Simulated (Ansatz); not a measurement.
# CH2GaOS (SMILES [SH+]=C[O][Ga]) (charge +1): what the fields show

```xyz
6

C    -1.1809   -0.6123    0.1187
Ga   -1.3187    2.3828    1.3719
O    -1.6077    0.4109    0.6690
S    -2.0706   -2.0338   -0.1699
H    -0.1357   -0.6787   -0.2435
H    -3.2251   -1.5840    0.3823
```

Geometry: PBE0-D3(BJ)/def2-SVP.

These are results of isolated molecule in a Gaussian basis; Kohn-Sham density functional theory, functional PBE0 in Ansatz, not measurements.

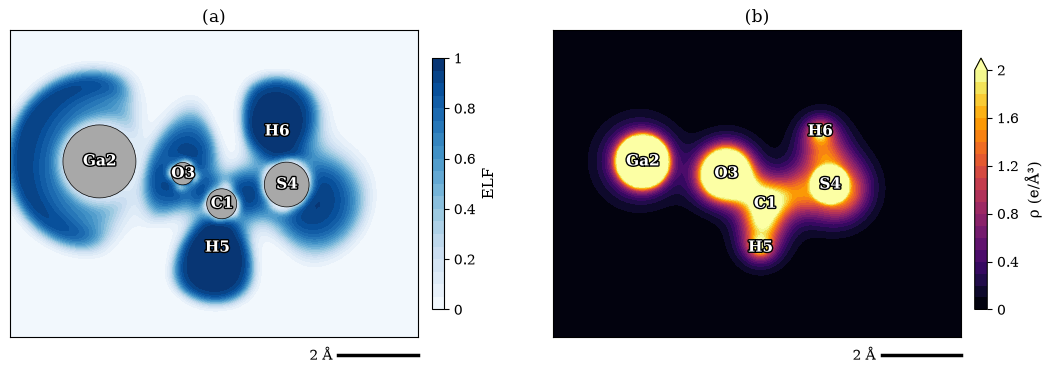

Figure 1. (a) ELF; (b) electron density on the molecular plane. Grey discs cover the atomic cores in the ELF map.

> Interpret the plot.

Atoms in the plane: C, Ga, O, S and H.
C–O (1.24 Å): ρ at the midpoint is about 3.1 e/Å³; the ELF peaks at about 0.85 between the atoms (a polar covalent bond).
C–S (1.70 Å): ρ at the midpoint is about 1.5 e/Å³; the ELF peaks at about 0.95 between the atoms; a covalent bond.
Ga–O (2.11 Å): ρ is about 0.41 e/Å³ halfway; the ELF peaks at about 0.90 in the valence shell of O, 0.6 Å from its nucleus, and is about 0.15 at the midpoint.
C–H (1.11 Å): the density is about 2.1 e/Å³ at the midpoint; the ELF climbs to about 1 towards the hydrogen, as it does in any bond to H (an ordinary covalent bond to hydrogen).
S–H (1.36 Å): ρ is about 1.5 e/Å³ halfway; the ELF climbs to about 1 towards the hydrogen.
The ELF also peaks beside S4 and O3, away from the bonds: lone-pair regions.

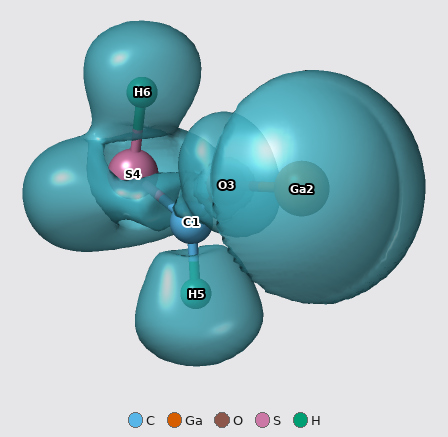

Figure 2. Isosurface of the ELF at 0.75 (cyan), seen at an oblique angle. Core shells and regions of very low density are left out.

> What do the ELF domains correspond to?

The ELF exceeds this value in one region around a hydrogen nucleus, one region on O in which the atom's valence shell and bonds are merged, one region wrapped around Ga (its valence shell) and one joined region spread over several atoms (H, S), in which their bonds and any lone pairs are merged.

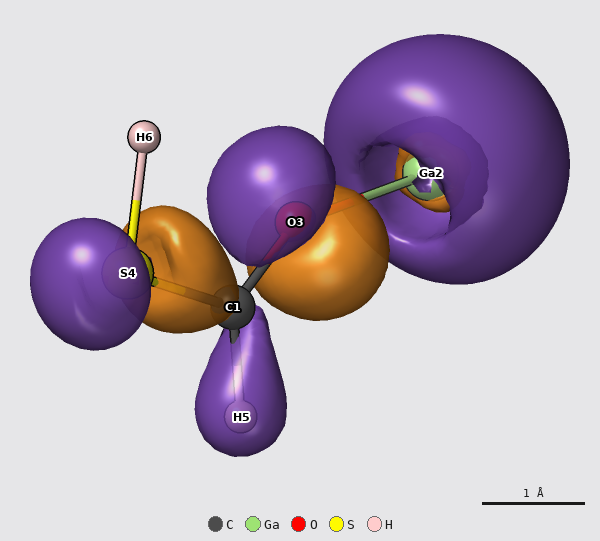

Figure 3. The HOMO−1 at ±0.15 Å⁻³ᐟ² (orange and purple are the two phases), seen at an oblique angle.

> What is the character of this orbital?

Its weight (Hirshfeld) is mainly on Ga2 (about 50 %), O3 (about 30 %), S4 (about 10 %) and C1 (about 5 %); it is symmetric in the molecular plane (an in-plane orbital: σ, lone-pair or in-plane π type). Its energy is −13.24 eV.
